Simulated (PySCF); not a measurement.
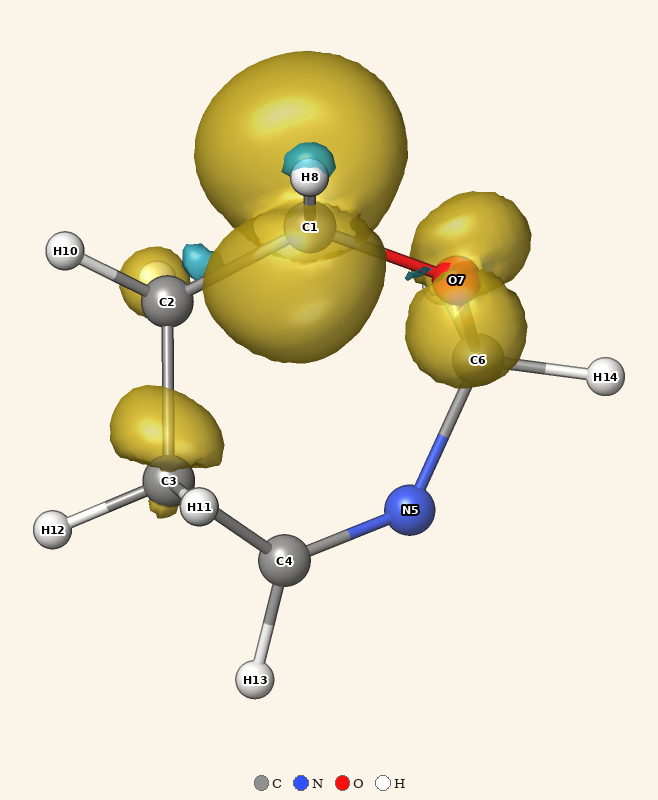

*C5H8NO (SMILES [CH]1CCC=NCO1) (doublet). Isosurfaces of the spin density at +0.03 (yellow) and −0.03 e/Å³ (cyan), seen at a tilt.*

Geometry: GFN2-xTB.

The calculation used PySCF, UKS B3LYP, pcH-1 on C H N O, non-relativistic, mean-field spin-orbit, GIAO.

```xyz
15

C     0.5510    1.2413    0.8183
C    -0.7696    1.0354    0.1784
C    -1.2724   -0.4155    0.3670
C    -0.5043   -1.3825   -0.4865
N     0.6766   -1.3273   -0.9075
C     1.6346   -0.3047   -0.6496
O     1.6027    0.3999    0.5685
H     0.6213    1.6465    1.8138
H    -0.7240    1.2347   -0.8990
H    -1.4838    1.7324    0.6174
H    -1.1659   -0.7055    1.4165
H    -2.3316   -0.4844    0.1079
H    -1.0567   -2.2613   -0.8099
H     2.6158   -0.7954   -0.6531
H     1.6020    0.3942   -1.5040
```

> Where is the unpaired spin?

The unpaired spin (1 electron) lies mostly on C1 (about 0.6) and O7 (about 0.2), in electrons by Hirshfeld's partition.
